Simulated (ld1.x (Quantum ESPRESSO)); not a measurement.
# Germanium: generating and testing a PAW potential

Do these settings give a usable potential? It is generated, then checked for transferability, scattering, ghosts and hardness.

The numbers are computed with ld1.x (Quantum ESPRESSO) 7.5 (PBE, scalar-relativistic, spin-unpolarised reference atom).

### Step 1. Starting point

The settings as typed:

- element: germanium (Ge, Z = 32)
- type: PAW
- frozen core: [Ne]
- valence charge: 22
- reference configuration: 3s2 3p6 3d10 4s2 4p2
- partial waves: 3s (bound): rcut 0.90, rcutus 1.20 bohr; 4s (bound): rcut 0.90, rcutus 1.20 bohr; 3p (bound): rcut 0.90, rcutus 1.00 bohr; 4p (bound): rcut 0.90, rcutus 1.00 bohr; 3d (bound): rcut 1.15, rcutus 1.45 bohr; 3d channel at 1.95 Ry: rcut 1.15, rcutus 1.45 bohr; 4f channel at 0.15 Ry: rcut 1.00, rcutus 1.25 bohr; 4f channel at 1.35 Ry: rcut 1.00, rcutus 1.25 bohr
- local potential: all-electron potential smoothed inside 0.95 bohr (lloc = -1)
- core correction: not asked for
- augmentation charge: BESSEL, radius 0.85 bohr

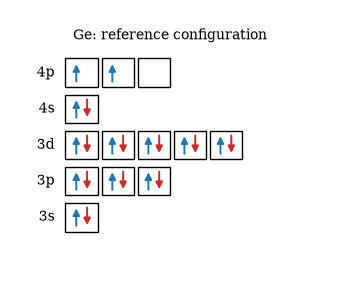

The outer shells as boxes. The arrows follow Hund's rule for the drawing; the calculation itself is spin-unpolarised.

The nodes and maxima of the atom's own shells, from an earlier all-electron run, set the scale for the radii.

All-electron outer shells of the reference configuration (PBE, scalar-relativistic, ld1.x):

| shell | level (eV) | outermost node (bohr) | outermost maximum (bohr) |
| --- | --- | --- | --- |
| 2s | -1371.79 | 0.06 | 0.18 |
| 2p | -1198.71 | – | 0.14 |
| 3s | -168.49 | 0.26 | 0.54 |
| 3p | -115.62 | 0.23 | 0.54 |
| 3d | -29.31 | – | 0.50 |
| 4s | -11.73 | 0.77 | 1.75 |
| 4p | -3.90 | 0.82 | 2.22 |

### Step 2. Generation

Input file Ge.in:

```
 &input
   title='Ge', zed=32., rel=1, dft='PBE', iswitch=3,
   config='[Ar] 3d10 4s2 4p2 4f-2',
   nld=4, rlderiv=1.60, eminld=-14.0, emaxld=5.0, deld=0.04
 /
 &inputp
   pseudotype=3, lpaw=.true., tm=.true., lloc=-1, rcloc=0.95,
   nlcc=.false.,
   which_augfun='BESSEL', rmatch_augfun=0.85,
   file_pseudopw='Ge.UPF', file_wfcaegen='ae.wfc', file_wfcncgen='nc.wfc', file_beta='beta', file_chi='chi', file_wfcusgen='us.wfc'
 /
8
3S  1  0   2.00   0.00  0.90  1.20  0.0
4S  2  0   2.00   0.00  0.90  1.20  0.0
3P  2  1   6.00   0.00  0.90  1.00  0.0
4P  3  1   2.00   0.00  0.90  1.00  0.0
3D  3  2  10.00   0.00  1.15  1.45  0.0
3D  3  2   0.00   1.95  1.15  1.45  0.0
4F  4  3  -2.00   0.15  1.00  1.25  0.0
4F  4  3  -2.00   1.35  1.00  1.25  0.0
 &test
   configts(1)='3s2 3p6 3d10 4s2 4p2'
 /
```

Run with:

```
$ ld1.x < Ge.in > Ge.out
```

The output, Ge.out (without the banner and most projector matrices):

```text
     Program LD1 v.7.5
     --------------------------- All-electron run ----------------------------

     Ge
     scalar relativistic calculation

     atomic number is 32.00
     dft =PBE   lsd =0 sic =0 latt =0  beta=0.20 tr2=1.0E-14
     Exchange-correlation= PBE
                           (   1   4   3   4   0   0   0)
     mesh =1207 r(mesh) = 100.41023 a.u. xmin = -7.00 dx = 0.01250
     1 Ry =  13.60569312 eV, c = 137.03599908

     n l     nl                  e(Ry)          e(Ha)          e(eV)
     1 0     1S 1( 2.00)      -805.6314      -402.8157    -10961.1741
     2 0     2S 1( 2.00)      -100.8250       -50.4125     -1371.7939
     2 1     2P 1( 6.00)       -88.1036       -44.0518     -1198.7111
     3 0     3S 1( 2.00)       -12.3839        -6.1919      -168.4909
     3 1     3P 1( 6.00)        -8.4979        -4.2490      -115.6205
     3 2     3D 1(10.00)        -2.1543        -1.0772       -29.3109
     4 0     4S 1( 2.00)        -0.8622        -0.4311       -11.7311
     4 1     4P 1( 2.00)        -0.2863        -0.1431        -3.8953

     final scf error:  3.0E-15 reached in  36 iterations

     Etot =   -4197.669992 Ry,   -2098.834996 Ha,  -57112.209742 eV

     Ekin =    4273.695468 Ry,    2136.847734 Ha,   58146.589038 eV
     Encl =  -10116.689522 Ry,   -5058.344761 Ha, -137644.573051 eV
     Eh   =    1804.321722 Ry,     902.160861 Ha,   24549.047641 eV
     Exc  =    -158.997660 Ry,     -79.498830 Ha,   -2163.273369 eV

     normalization and overlap integrals

     s(1S/1S) =  1.000000  <r> =   0.0470  <r2> =    0.0030  r(max) =   0.0309
     s(2S/2S) =  1.000000  <r> =   0.2100  <r2> =    0.0520  r(max) =   0.1754
     s(2P/2P) =  1.000000  <r> =   0.1837  <r2> =    0.0414  r(max) =   0.1418
     s(3S/3S) =  1.000000  <r> =   0.6242  <r2> =    0.4495  r(max) =   0.5402
     s(3P/3P) =  1.000000  <r> =   0.6470  <r2> =    0.4929  r(max) =   0.5402
     s(3D/3D) =  1.000000  <r> =   0.7365  <r2> =    0.6969  r(max) =   0.5012
     s(4S/4S) =  1.000000  <r> =   2.1162  <r2> =    5.1841  r(max) =   1.7494
     s(4P/4P) =  1.000000  <r> =   2.8993  <r2> =   10.0650  r(max) =   2.2184

     ------------------------ End of All-electron run ------------------------

     --------------------- Generating PAW atomic setup --------------------

      Generating local potential from pseudized AE potential:
      Matching radius rcloc =   0.9500

      Local pseudo, rcloc= 0.960 Estimated cut-off energy=    26.74 Ry

      Computing core charge for PAW:

       r > 0.28 : true rho core
       r < 0.28 : rho core = a sin(br)/r    a= 111.55  b=   9.27

      Integrated core pseudo-charge :   4.73
      Wfc-us  3S rcutus= 1.202  Estimated cut-off energy=    38.88 Ry
      Wfc-us  4S rcutus= 1.202  Estimated cut-off energy=    80.44 Ry
      Wfc-us  3P rcutus= 1.009  Estimated cut-off energy=    82.14 Ry
      Wfc-us  4P rcutus= 1.009  Estimated cut-off energy=   151.60 Ry
      Wfc-us  3D rcutus= 1.432  Estimated cut-off energy=    58.26 Ry
      Wfc-us  3D rcutus= 1.432  Estimated cut-off energy=    49.04 Ry
      Wfc-us  4F rcutus= 1.264  Estimated cut-off energy=    87.25 Ry
      Wfc-us  4F rcutus= 1.264  Estimated cut-off energy=    88.14 Ry

     Required augmentation: BESSEL   radius:    0.850000
     Suggested rho cutoff for augmentation: 210.04 Ry

     Estimated PAW energy = -691.861470 Ryd

     The PAW screened D coefficients
     3.03407     7.48470     0.00000     0.00000     0.00000     0.00000
     0.00000     0.00000
     7.48470     4.79951     0.00000     0.00000     0.00000     0.00000
     0.00000     0.00000
     0.00000     0.00000    -3.59128    -0.03526     0.00000     0.00000
     0.00000     0.00000
     0.00000     0.00000    -0.03526    -0.24253     0.00000     0.00000
     0.00000     0.00000
     0.00000     0.00000     0.00000     0.00000    -2.67384    -0.37017
     0.00000     0.00000
     0.00000     0.00000     0.00000     0.00000    -0.37017     0.54920
     0.00000     0.00000
     0.00000     0.00000     0.00000     0.00000     0.00000     0.00000
    -0.03028    -0.03398
     0.00000     0.00000     0.00000     0.00000     0.00000     0.00000
    -0.03398    -0.03706

     The PAW descreened D coefficients (US)
     7.75049    -0.17264     0.00000     0.00000     0.00000     0.00000
     0.00000     0.00000
    -0.17264    -2.17689     0.00000     0.00000     0.00000     0.00000
     0.00000     0.00000
     0.00000     0.00000     2.94442    -1.01762     0.00000     0.00000
     0.00000     0.00000
     0.00000     0.00000    -1.01762    -1.12248     0.00000     0.00000
     0.00000     0.00000
     0.00000     0.00000     0.00000     0.00000    19.72011    10.74462
     0.00000     0.00000
     0.00000     0.00000     0.00000     0.00000    10.74462     4.98971
     0.00000     0.00000
     0.00000     0.00000     0.00000     0.00000     0.00000     0.00000
    -0.14183    -0.12982
     0.00000     0.00000     0.00000     0.00000     0.00000     0.00000
    -0.12982    -0.11540

     ------------------- End of pseudopotential generation -------------------

     [... the all-electron block is printed once more ...]


     Computing logarithmic derivative in   1.59286
     Computing logarithmic derivative in   1.59286
     Computing the partial wave expansion
     R is outside the sphere for l=    0 j= 0.00
     R is outside the sphere for l=    0 j= 0.00
     R is outside the sphere for l=    1 j= 0.00
     R is outside the sphere for l=    1 j= 0.00
     R is outside the sphere for l=    2 j= 0.00
     R is outside the sphere for l=    2 j= 0.00
     R is outside the sphere for l=    3 j= 0.00
     R is outside the sphere for l=    3 j= 0.00

     ---------------------- Testing the pseudopotential ----------------------

     Ge
     scalar relativistic calculation

     atomic number is 32.00   valence charge is 22.00
     dft = SLA  PW   PBX  PBC   lsd =0 sic =0 latt =0  beta=0.20 tr2=1.0E-14
     mesh =1207 r(mesh) = 100.41023 xmin = -7.00 dx = 0.01250

     n l     nl             e AE (Ry)        e PS (Ry)    De AE-PS (Ry)
     1 0     3S   1( 2.00)      -12.38385      -12.38367       -0.00018
     2 1     3P   1( 6.00)       -8.49795       -8.49779       -0.00016
     3 2     3D   1(10.00)       -2.15431       -2.15416       -0.00015
     2 0     4S   1( 2.00)       -0.86222       -0.86220       -0.00002
     3 1     4P   1( 2.00)       -0.28630       -0.28628       -0.00002

     eps = 9.4E-16  iter =  8

     Etot =   -4197.669992 Ry,   -2098.834996 Ha,  -57112.209742 eV
     Etotps =  -691.861434 Ry,    -345.930717 Ha,   -9413.254350 eV

     Ekin =     647.270097 Ry,     323.635049 Ha,    8806.558312 eV
     Encl =   -1684.288225 Ry,    -842.144113 Ha,  -22915.908723 eV
     Ehrt =     504.154804 Ry,     252.077402 Ha,    6859.375546 eV
     Ecxc =    -158.998110 Ry,     -79.499055 Ha,   -2163.279486 eV

     ---------------------- End of pseudopotential test ----------------------
```

Run time: 2.4 s. Hardware: 1 thread of Neoverse-V1, shared host. (Generation and the later configuration tests together.)

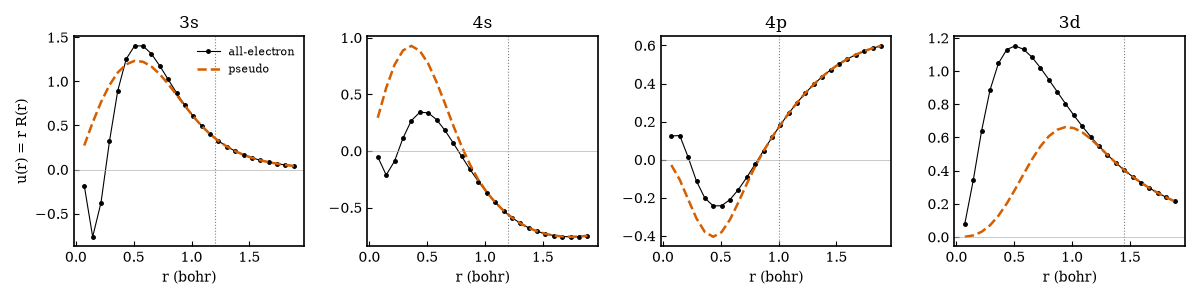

Bound waves of the atom and their pseudo partners (3s, 4s, 4p, 3d), with the matching radii dotted. The curves join 26 sampled radii, too few to resolve the innermost nodes.

### Step 3. Testing the new file in other configurations

Input file Ge.test.in:

```
 &input
   title='Ge', zed=32., rel=1, dft='PBE', iswitch=2,
   config='[Ar] 3d10 4s2 4p2 4f-2'
 /
 &test
   file_pseudo='Ge.UPF', nconf=8,
   configts(1)='3s2 3p6 3d10 4s2 4p2',
   configts(2)='3s2 3p6 3d10 4s2 4p1',
   configts(3)='3s2 3p6 3d10 4s2 4p0',
   configts(4)='3s2 3p6 3d10 4s1 4p0',
   configts(5)='3s2 3p6 3d10 4s1 4p3',
   configts(6)='3s2 3p6 3d10 4s0 4p4',
   configts(7)='3s2 3p6 3d10 4s0 4p0',
   configts(8)='3s2 3p6 3d9 4s2 4p2'
 /
```

Run with:

```
$ ld1.x < Ge.test.in > Ge.test.out
```

Ge.test.out, the pseudopotential blocks, each with the warnings that came before it:

```text
     ---------------------- Testing the pseudopotential ----------------------

     Ge
     scalar relativistic calculation

     atomic number is 32.00   valence charge is 22.00
     dft =SLA  PW   PBX  PBC   lsd =0 sic =0 latt =0  beta=0.20 tr2=1.0E-14
     mesh =1207 r(mesh) = 100.41023 xmin = -7.00 dx = 0.01250

     n l     nl             e AE (Ry)        e PS (Ry)    De AE-PS (Ry)
     1 0     3S   1( 2.00)      -12.38385      -12.38367       -0.00018
     2 1     3P   1( 6.00)       -8.49795       -8.49779       -0.00016
     3 2     3D   1(10.00)       -2.15431       -2.15416       -0.00015
     2 0     4S   1( 2.00)       -0.86222       -0.86220       -0.00002
     3 1     4P   1( 2.00)       -0.28630       -0.28628       -0.00002

     eps = 9.4E-16  iter =  8

     Etot =   -4197.669992 Ry,   -2098.834996 Ha,  -57112.209742 eV
     Etotps =  -691.861434 Ry,    -345.930717 Ha,   -9413.254350 eV

     Ekin =     647.270097 Ry,     323.635049 Ha,    8806.558312 eV
     Encl =   -1684.288225 Ry,    -842.144113 Ha,  -22915.908723 eV
     Ehrt =     504.154804 Ry,     252.077402 Ha,    6859.375546 eV
     Ecxc =    -158.998110 Ry,     -79.499055 Ha,   -2163.279486 eV

     ---------------------- End of pseudopotential test ----------------------

     ---------------------- Testing the pseudopotential ----------------------

     Ge
     [...]
     n l     nl             e AE (Ry)        e PS (Ry)    De AE-PS (Ry)
     1 0     3S   1( 2.00)      -13.04723      -13.04696       -0.00027
     2 1     3P   1( 6.00)       -9.16139       -9.16108       -0.00030
     3 2     3D   1(10.00)       -2.81637       -2.81616       -0.00020
     2 0     4S   1( 2.00)       -1.45956       -1.45956       -0.00000
     3 1     4P   1( 1.00)       -0.82628       -0.82623       -0.00005

     eps = 6.9E-15  iter = 10

     Etot =   -4197.122869 Ry,   -2098.561434 Ha,  -57104.765750 eV
     Etotps =  -691.314268 Ry,    -345.657134 Ha,   -9405.809784 eV
     dEtot_ae =       0.547123 Ry
     dEtot_ps =       0.547166 Ry,   Delta E=      -0.000042 Ry

     [...]
     ---------------------- End of pseudopotential test ----------------------

     ---------------------- Testing the pseudopotential ----------------------

     Ge
     [...]
     n l     nl             e AE (Ry)        e PS (Ry)    De AE-PS (Ry)
     1 0     3S   1( 2.00)      -13.85029      -13.84997       -0.00032
     2 1     3P   1( 6.00)       -9.96437       -9.96392       -0.00045
     3 2     3D   1(10.00)       -3.61570       -3.61548       -0.00022
     2 0     4S   1( 2.00)       -2.14976       -2.14982        0.00006
     3 1     4P   1( 0.00)       -1.45571       -1.45562       -0.00009

     eps = 8.1E-15  iter =  9

     Etot =   -4195.988126 Ry,   -2097.994063 Ha,  -57089.326796 eV
     Etotps =  -690.179447 Ry,    -345.089723 Ha,   -9390.369750 eV
     dEtot_ae =       1.681865 Ry
     dEtot_ps =       1.681987 Ry,   Delta E=      -0.000122 Ry

     [...]
     ---------------------- End of pseudopotential test ----------------------

     ---------------------- Testing the pseudopotential ----------------------

     Ge
     [...]
     n l     nl             e AE (Ry)        e PS (Ry)    De AE-PS (Ry)
     1 0     3S   1( 2.00)      -14.88343      -14.88350        0.00006
     2 1     3P   1( 6.00)      -10.99652      -10.99675        0.00023
     3 2     3D   1(10.00)       -4.63739       -4.63707       -0.00032
     2 0     4S   1( 1.00)       -2.97339       -2.97319       -0.00020
     3 1     4P   1( 0.00)       -2.20993       -2.21001        0.00007

     eps = 6.6E-15  iter = 11

     Etot =   -4193.431031 Ry,   -2096.715516 Ha,  -57054.535744 eV
     Etotps =  -687.622122 Ry,    -343.811061 Ha,   -9355.575578 eV
     dEtot_ae =       4.238961 Ry
     dEtot_ps =       4.239312 Ry,   Delta E=      -0.000351 Ry

     [...]
     ---------------------- End of pseudopotential test ----------------------

     ---------------------- Testing the pseudopotential ----------------------

     Ge
     [...]
     n l     nl             e AE (Ry)        e PS (Ry)    De AE-PS (Ry)
     1 0     3S   1( 2.00)      -12.51566      -12.51545       -0.00021
     2 1     3P   1( 6.00)       -8.62938       -8.62951        0.00013
     3 2     3D   1(10.00)       -2.28210       -2.28153       -0.00057
     2 0     4S   1( 1.00)       -0.93246       -0.93220       -0.00026
     3 1     4P   1( 3.00)       -0.33685       -0.33683       -0.00002

     eps = 5.5E-15  iter = 14

     Etot =   -4197.084042 Ry,   -2098.542021 Ha,  -57104.237489 eV
     Etotps =  -691.275541 Ry,    -345.637771 Ha,   -9405.282879 eV
     dEtot_ae =       0.585950 Ry
     dEtot_ps =       0.585892 Ry,   Delta E=       0.000057 Ry

     [...]
     ---------------------- End of pseudopotential test ----------------------

     ---------------------- Testing the pseudopotential ----------------------

     Ge
     [...]
     n l     nl             e AE (Ry)        e PS (Ry)    De AE-PS (Ry)
     1 0     3S   1( 2.00)      -12.63875      -12.63803       -0.00072
     2 1     3P   1( 6.00)       -8.75205       -8.75206        0.00001
     3 2     3D   1(10.00)       -2.40106       -2.39958       -0.00148
     2 0     4S   1( 0.00)       -0.99555       -0.99490       -0.00064
     3 1     4P   1( 4.00)       -0.38263       -0.38256       -0.00007

     eps = 9.5E-15  iter = 16

     Etot =   -4196.479660 Ry,   -2098.239830 Ha,  -57096.014458 eV
     Etotps =  -690.671511 Ry,    -345.335755 Ha,   -9397.064625 eV
     dEtot_ae =       1.190331 Ry
     dEtot_ps =       1.189923 Ry,   Delta E=       0.000409 Ry

     [...]
     ---------------------- End of pseudopotential test ----------------------

     Warning: n=1, l=0 expected 0 nodes, found 1
     ---------------------- Testing the pseudopotential ----------------------

     Ge
     [...]
     n l     nl             e AE (Ry)        e PS (Ry)    De AE-PS (Ry)
     1 0     3S   1( 2.00)      -15.99688      -15.99729        0.00041
     2 1     3P   1( 6.00)      -12.10813      -12.10908        0.00095
     3 2     3D   1(10.00)       -5.73553       -5.73498       -0.00054
     2 0     4S   1( 0.00)       -3.84393       -3.84330       -0.00063
     3 1     4P   1( 0.00)       -3.00875       -3.00934        0.00059

     eps = 3.5E-15  iter = 12

     Etot =   -4190.024885 Ry,   -2095.012443 Ha,  -57008.192764 eV
     Etotps =  -684.216036 Ry,    -342.108018 Ha,   -9309.233421 eV
     dEtot_ae =       7.645107 Ry
     dEtot_ps =       7.645397 Ry,   Delta E=      -0.000290 Ry

     [...]
     ---------------------- End of pseudopotential test ----------------------

     ---------------------- Testing the pseudopotential ----------------------

     Ge
     [...]
     n l     nl             e AE (Ry)        e PS (Ry)    De AE-PS (Ry)
     1 0     3S   1( 2.00)      -13.87318      -13.87629        0.00311
     2 1     3P   1( 6.00)       -9.96991       -9.97303        0.00313
     3 2     3D   1( 9.00)       -3.58009       -3.58331        0.00321
     2 0     4S   1( 2.00)       -1.67091       -1.67019       -0.00072
     3 1     4P   1( 2.00)       -0.96867       -0.96880        0.00013

     eps = 3.0E-15  iter = 21

     Etot =   -4194.826643 Ry,   -2097.413321 Ha,  -57073.524006 eV
     Etotps =  -689.016141 Ry,    -344.508070 Ha,   -9374.542166 eV
     dEtot_ae =       2.843349 Ry
     dEtot_ps =       2.845293 Ry,   Delta E=      -0.001944 Ry

     [...]
     ---------------------- End of pseudopotential test ----------------------
```

Excitation and ionisation energies from 3s2 3p6 3d10 4s2 4p2, with the error of the potential. A star marks tests that logged a warning.

| valence configuration | charge | ΔE all-electron (eV) | error AE − PS (meV) |
| --- | --- | --- | --- |
| 3s2 3p6 3d10 4s2 4p1 | +1 | 7.444 | -0.6 |
| 3s2 3p6 3d10 4s2 4p0 | +2 | 22.883 | -1.7 |
| 3s2 3p6 3d10 4s1 4p0 | +3 | 57.674 | -4.8 |
| 3s2 3p6 3d10 4s1 4p3 | 0 | 7.972 | +0.8 |
| 3s2 3p6 3d10 4s0 4p4 | 0 | 16.195 | +5.6 |
| 3s2 3p6 3d10 4s0 4p0 * | +4 | 104.017 | -3.9 |
| 3s2 3p6 3d9 4s2 4p2 | +1 | 38.686 | -26 |

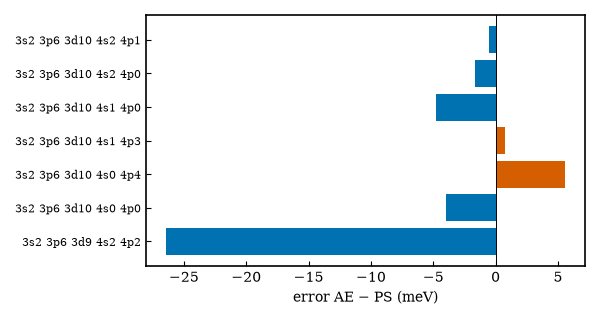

Error of the potential in each test configuration.

### Step 4. Does it scatter like the atom?

Taken from the files of the generation run. The phase is arctan(r·u′/u) with u = r·R, unwrapped, with energies in Ry. A pole is an energy at which the radial function vanishes at the test radius. The pseudo phase is shifted by a multiple of π to meet the all-electron one at the reference energy. Levels narrower than the energy grid can be missing from the poles. The last column is the largest difference on the grid between −1 and +1 Ry.

| channel | radius (bohr) | reference (Ry) | poles AE | poles PS | window around the reference with phases within 0.05 rad (Ry) | largest difference near zero (rad) |
| --- | --- | --- | --- | --- | --- | --- |
| s | 1.59 | -0.86 | -12.31 | -12.31 | the whole range | 0.001 |
| p | 1.59 | -0.29 | -8.36 | -8.36 | the whole range | 0.001 |
| d | 1.59 | -2.15 | -1.76 | -1.76 | the whole range | 0.001 |
| f | 1.59 | 0.15 | none | none | the whole range | 0.000 |

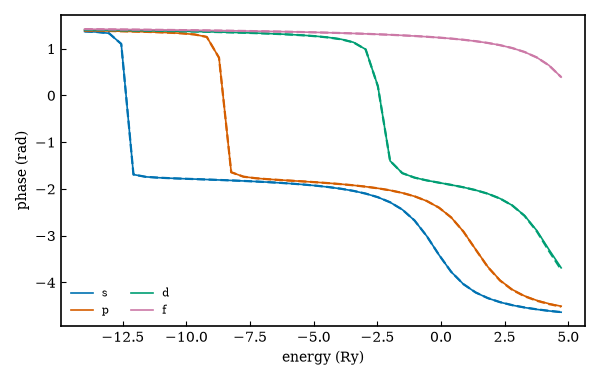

Phases by channel: all-electron solid, pseudo dashed.

### Step 5. Plane-wave convergence, by spherical Bessel functions

A separate test, outside the generator: the pseudo-atom's Hamiltonian at the reference potential is diagonalised in spherical Bessel functions j_l(qr) that vanish at 20 bohr, with q² up to the cutoff.

All-electron valence levels (Ry): 3s -12.3839, 4s -0.8622, 3p -8.4979, 4p -0.2863, 3d -2.1543. The lowest levels of each channel (Ry) by cutoff; the last column sums, over occupied levels, occupation times the distance from the level at 400 Ry. A positive value at high cutoff is not a bound level.

| cutoff (Ry) | s #1 | s #2 | p #1 | p #2 | d #1 | f #1 | Σ f·Δε (mRy) |
| --- | --- | --- | --- | --- | --- | --- | --- |
| 8 | -10.5963 | -0.4585 | -2.7768 | -0.0448 | 0.0530 | 0.1080 | 61266.0 |
| 21 | -12.2478 | -0.6740 | -6.8295 | -0.1577 | 0.0529 | 0.1080 | 32988.6 |
| 45 | -12.3827 | -0.8069 | -8.3691 | -0.2325 | -2.1459 | 0.1080 | 1077.7 |
| 80 | -12.3837 | -0.8614 | -8.4954 | -0.2652 | -2.1540 | 0.1080 | 62.1 |
| 120 | -12.3838 | -0.8621 | -8.4972 | -0.2854 | -2.1543 | 0.1080 | 7.6 |
| 140 | -12.3838 | -0.8622 | -8.4977 | -0.2860 | -2.1543 | 0.1080 | 2.7 |
| 200 | -12.3839 | -0.8622 | -8.4979 | -0.2863 | -2.1543 | 0.1080 | 0.8 |
| 260 | -12.3839 | -0.8622 | -8.4979 | -0.2863 | -2.1543 | 0.1080 | 0.4 |
| 400 | -12.3839 | -0.8622 | -8.4980 | -0.2863 | -2.1543 | 0.1080 | 0.0 |

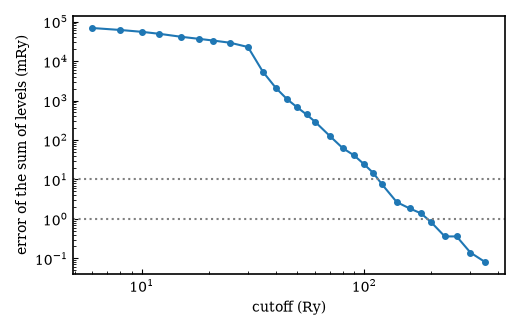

Occupation-weighted error of the valence levels against the cutoff; the dotted lines mark 10 and 1 mRy.

The sum stays within 10 mRy from 120 Ry and within 1 mRy from 200 Ry. The sum leaves out empty levels, which can need more. Ghost test: no level below the all-electron spectrum of its channel (s, p, d, f tested).

### Step 6. Outcome

| quantity | value |
| --- | --- |
| cutoffs for 10 and 1 mRy, occupied levels | 120 Ry and 200 Ry |
| bound ghosts | none found |
| largest test error (AE − PS) | -26 meV, for 3s2 3p6 3d9 4s2 4p2 |
| largest phase difference near zero energy, channels read | 0.001 rad |
| lowest eigenvalue of the overlap (Bessel basis) | 0.005 (s) |

**Reading.** The overlap operator is nearly singular (0.005). By total energies transferability is fair: the largest error is 26 meV on 38.7 eV, for 3s2 3p6 3d9 4s2 4p2. It counts as hard, with 120 Ry needed at the looser tolerance. It is free of bound ghosts as far as tested. Near zero energy the phases of the channels with partial waves agree within 0.001 rad. All of this concerns the isolated atom, not yet a solid.
